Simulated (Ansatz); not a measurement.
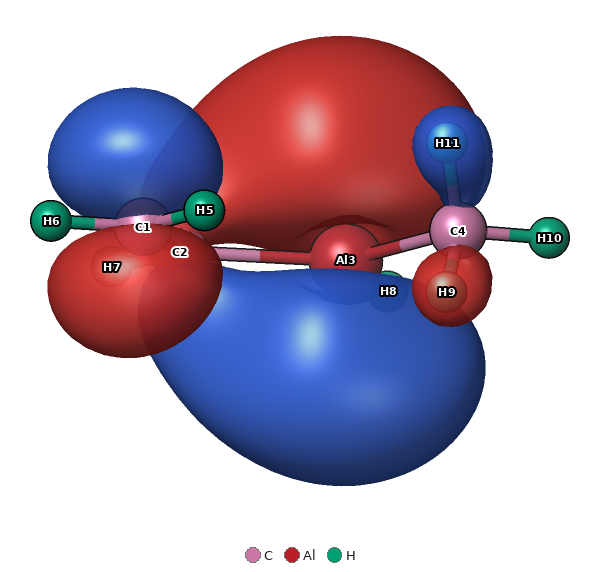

C₃H₇Al (SMILES C=[CH][AlH][CH3]). One frontier orbital at ±0.08 Å⁻³ᐟ² (red and blue are the two phases), seen from one side.

Level of theory: RKS PBE0-D4/6-31G* in Ansatz.

```xyz
11

C    -0.7682    1.7144    0.4066
C     0.0213    0.9698    1.1969
Al    0.7012   -0.7498    0.5771
C     0.1927   -1.3679   -1.2166
H    -1.0540    1.3887   -0.5945
H    -1.1725    2.6829    0.7071
H     0.2520    1.3820    2.1825
H     1.6502   -1.6171    1.5300
H     0.5110   -0.6578   -1.9912
H     0.6288   -2.3418   -1.4637
H    -0.8970   -1.4605   -1.3137
```

### Which orbital is it: HOMO or LUMO?

The LUMO, at −1.19 eV. It lies mainly on Al3 (about 55 %), C1 (about 20 %) and C2 (about 10 %).
